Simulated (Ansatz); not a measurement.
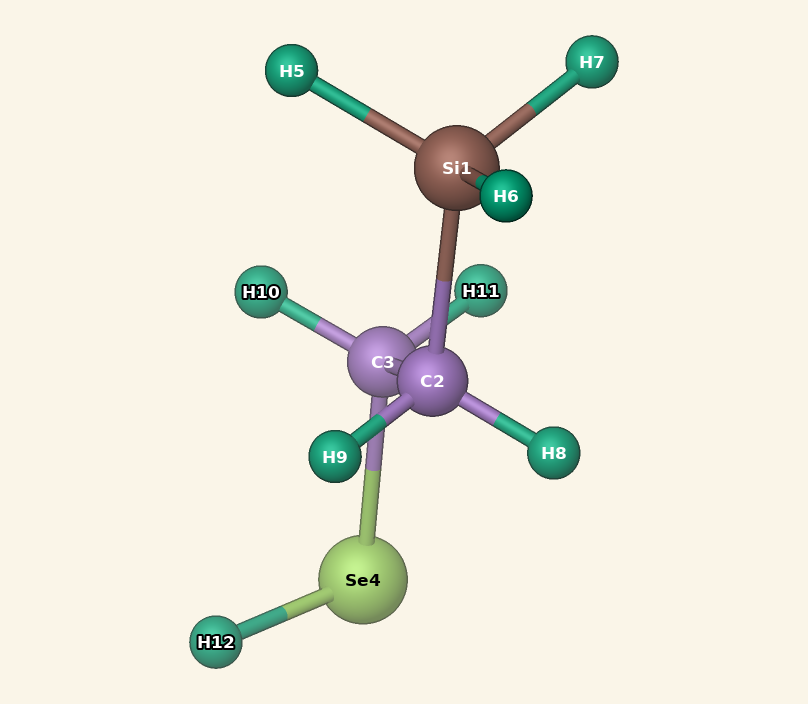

C3 lies behind C2. The molecule seen a little off the C2–C3 bond, C2 in front. Depth is shown by fading: the farther an atom, the more it takes the colour of the background. Computed geometry: PBE-D4/def2-SVP optimisation. No frequency run is at hand to confirm it as a minimum.

What is the torsion angle Si1–C2–C3–Se4? The sign is positive where the front bond must turn clockwise to cover the back bond.

Answer. 178°, antiperiplanar (anti). The bonds about C2–C3 are staggered.
